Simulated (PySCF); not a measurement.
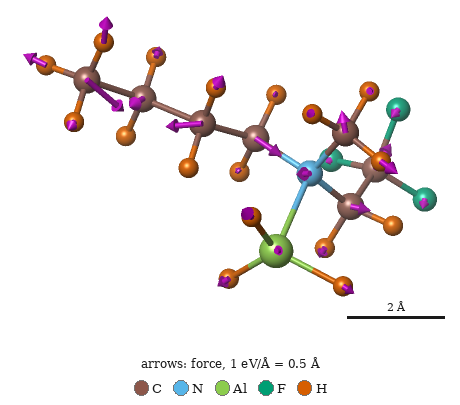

Starting geometry of C$_{7}$H$_{17}$AlF$_{3}$N with the computed forces as purple arrows. A ball-and-stick model, seen from a free direction.

The start comes from GFN2-xTB. Its atoms were then displaced at random by about 0.01 Å.

Method: PBE0-D3(BJ)/def2-SVP geometry optimisation, gas phase (PySCF). 

Is this structure relaxed? If not, where do the atoms go?

It isn't relaxed: the largest force vector, on a C atom, is 2.53 eV/Å. The final displacements have little in common with the starting forces (cosine between the two patterns 0.12). The atom that moves furthest after the best rigid fit is an F atom (0.37 Å). Largest moves by element: F 0.37 Å, H 0.32 Å, C 0.19 Å, Al 0.14 Å, N 0.06 Å. Some distances before and after: Al–H 1.540 → 1.603 Å, Al–H 1.562 → 1.609 Å, C–H 1.062 → 1.102 Å, C–C 1.557 → 1.520 Å. Among the angles between lasting bonds that change: H–C–H 112.0° → 107.6°, C–C–N 111.3° → 115.1°, C–C–H 107.8° → 111.3°. The energy falls by 0.324 eV in 14 geometry steps. The run took 12 min on 2 threads of AMD EPYC 7571, on a shared host.
